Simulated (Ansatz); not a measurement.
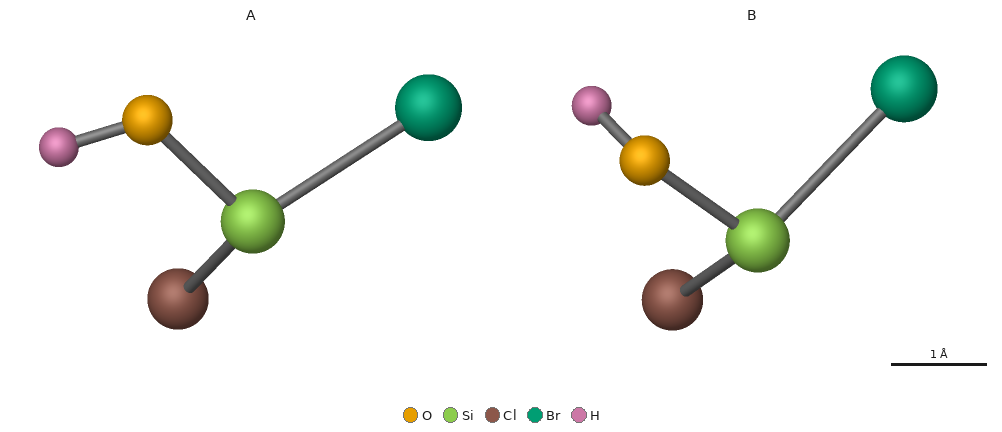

Two geometries of SiHOBrCl (multiplicity 2) (coarse preliminary run), drawn at one scale. One is the start of a relaxation, the other its converged end. The picture is a ball-and-stick view, seen from a free direction.

These are results of UKS PBE-D4/def2-SVP in Ansatz 0.2.0, not measurements. Set-up: force threshold 0.03 eV/Å; at most 200 steps.

Q: Which geometry has the lower energy?

A: Structure A is the relaxed one. The start comes from a force field. The H atom moves most after the best rigid fit: 0.63 Å. Largest moves by element: H 0.63 Å, O 0.46 Å, Br 0.33 Å, Si 0.21 Å, Cl 0.09 Å. Among the contacts that change: Cl–Si 2.071 → 2.101 Å, O–Si 1.647 → 1.675 Å, Br–Si 2.265 → 2.244 Å, H–O 0.966 → 0.977 Å. Among the angles between lasting bonds that change: O–Si–Cl 103.7° → 109.3°, O–Si–Br 103.1° → 106.2°, Si–O–H 117.6° → 114.5°. Groups turn about O–Si by about 80°. Over 15 accepted moves (20 points after the start) the energy falls by 3.92 kcal/mol. The largest force component goes from 1.1 to 0.026 eV/Å. The line search rejected the trial steps at points 7, 10, 15, 17, 19 of the run. The forces were under the threshold at step 18, but the run went on from there.
